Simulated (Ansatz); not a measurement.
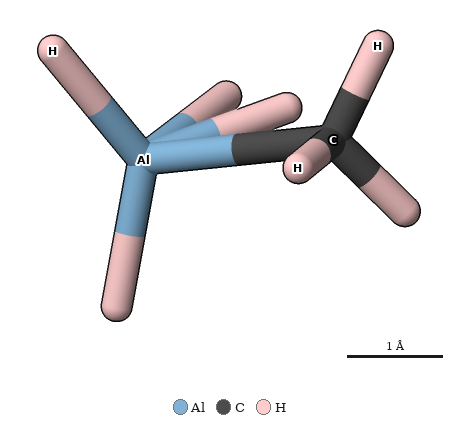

**Figure 1.** The structure as given in the input (stick view, seen at a tilt). Sticks mark near contacts. Bond lengths as drawn: Al–C 2.18 Å, Al–H 1.59 to 1.76 Å and C–H 1.11 Å.

Frequency calculation of CH$_{7}$Al

The run: frequency calculation of CH$_{7}$Al. Method and program: RKS PBE/cc-pVDZ (Ansatz 0.2.0).

It belongs to a series of runs on one base structure; here: vibrations at the highest image of the band.

### Input
```yaml
crystal:
  periodic: [false, false, false]
  atoms:
    - { symbol: Al, position_ang: [-0.042759, -0.27483, 0.060443] }
    - { symbol: C, position_ang: [-0.025669, -0.070646, 2.231204] }
    - { symbol: H, position_ang: [-0.994005, -0.187421, 2.75692] }
    - { symbol: H, position_ang: [0.79011, -0.502391, 2.845939] }
    - { symbol: H, position_ang: [0.18184, 1.0213, 2.169685] }
    - { symbol: H, position_ang: [1.430102, -0.05614, -0.509663] }
    - { symbol: H, position_ang: [-1.460147, 0.20291, -0.490818] }
    - { symbol: H, position_ang: [-0.18463, -1.967849, 0.535416] }
    - { symbol: H, position_ang: [-0.123041, -1.308632, 1.386574] }
basis:
  gaussian: { orbitals: cc-pVDZ }
hamiltonian:
  xc: pbe
phonons: {}
```

Launched with:
```bash
ansatz run input.yaml --threads 1 --pin off --max-ram 2048MiB --backend cpu --events-out ev --progress --plain --runs-dir out
```

### Output
```
Engine: ansatz 0.2.0, aarch64-unknown-linux-gnu
Functional definition: PBE
  parameter kappa = 0.804
  parameter beta = 0.06672455060314922
  exchange = pbe_x(kappa = kappa, mu = beta*pi^2/3)
  correlation = pbe_c(beta = beta)
839 factors; their error is unknown
mean field evaluation 1: about -7733.2479 eV, gradient 5.1e1 eV
mean field evaluation 2: about -7720.6044 eV, gradient 7.6e1 eV
mean field evaluation 4: about -7740.0353 eV, gradient 2.6e0 eV
mean field evaluation 8: about -7740.0633 eV, gradient 2.8e-2 eV
mean field evaluation 16: about -7740.0318 eV, gradient 4.2e-6 eV
mean field -7740.03175688 eV, -284.4409206833 hartree, gradient 4.2e-6 eV, S^2 0.000000; 0 other end points of the search recorded, 0 dependent functions left out
the calculation of the forces begins
reference -7740.03179951 eV, -284.4409222501 hartree; 13, 13 occupied and 54, 54 virtual orbitals, 839 factors
these checks for a lower state are left out or cut short: stability, starts, cluster_reference, orbital_swaps, neighbouring_geometries, increment
839 factors; their error is unknown
mean field -7740.03169509 eV, -284.4409184126 hartree, gradient 9.2e-7 eV, S^2 0.000000; 0 other end points of the search recorded, 0 dependent functions left out
[... from here on the field's lines of each further geometry are left out, up to the last ...]
the calculation of the forces begins
reference -7740.03179607 eV, -284.4409221237 hartree; 13, 13 occupied and 54, 54 virtual orbitals, 839 factors
these checks for a lower state are left out or cut short: stability, starts, cluster_reference, orbital_swaps, neighbouring_geometries, increment
839 factors; their error is unknown
mean field -7740.03171222 eV, -284.4409190423 hartree, gradient 6.2e-7 eV, S^2 0.000000; 0 other end points of the search recorded, 0 dependent functions left out
the calculation of the forces begins
reference -7740.03175485 eV, -284.4409206089 hartree; 13, 13 occupied and 54, 54 virtual orbitals, 839 factors
WARN: phonons: modes at or below zero, which the zero-point energy, F, S and C_V leave out: 1, the lowest at -1192.14 cm⁻¹. A minimum has none, and a first-order saddle one
Total energy: -7740.03179951 eV, -284.4409222501 hartree
Atom 0 at    -0.042759    -0.274830     0.060443 Å, force     0.004348     0.001483    -0.009921 eV/Å
Atom 1 at    -0.025669    -0.070646     2.231204 Å, force     0.000901    -0.000956     0.001499 eV/Å
Atom 2 at    -0.994005    -0.187421     2.756920 Å, force     0.006855     0.000313     0.002967 eV/Å
Atom 3 at     0.790110    -0.502391     2.845939 Å, force    -0.007207     0.003806    -0.001169 eV/Å
Atom 4 at     0.181840     1.021300     2.169685 Å, force    -0.002650     0.000217     0.001977 eV/Å
Atom 5 at     1.430102    -0.056140    -0.509663 Å, force     0.004296     0.002473     0.002008 eV/Å
Atom 6 at    -1.460147     0.202910    -0.490818 Å, force    -0.004864     0.002178    -0.000186 eV/Å
Atom 7 at    -0.184630    -1.967849     0.535416 Å, force    -0.008482    -0.011493    -0.005399 eV/Å
Atom 8 at    -0.123041    -1.308632     1.386574 Å, force     0.006803     0.001980     0.008224 eV/Å
Dipole moment:     0.006658     0.039177     0.278762 e Å
Vibrations: -1192.14 72.90 380.61 421.30 567.87 656.02 681.11 694.93 712.32 1015.68 1158.73 1162.71 1378.12 1414.27 1641.45 1865.68 1891.97 1926.81 2961.14 3042.87 3084.99 cm⁻¹, zero-point energy 1.657141 eV
```

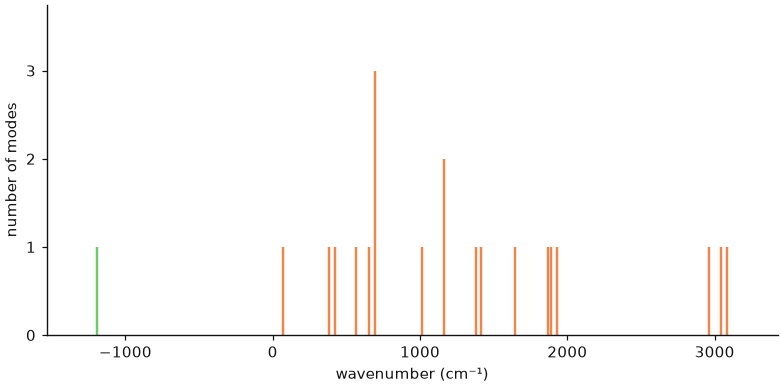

**Figure 2.** Harmonic vibrational wavenumbers from the force constants; neighbouring modes closer than 19 cm⁻¹ are counted in one stick, and imaginary ones are drawn at negative wavenumbers. 21 modes from 1192i to 3085 cm⁻¹, 1 imaginary beyond 8i (1192i cm⁻¹): a first-order saddle point, if the geometry is stationary.

### Results in brief

```csv
quantity,value
outcome,converged
total energy,−7740.0318 eV
mean-field energy,−7740.0318 eV
largest force (length of the vector),0.015 eV/Å
hardware,"1 thread of Arm Neoverse V1, 24 GiB of memory available, shared host"
wall time,55 s
peak memory,0.1 GiB
```
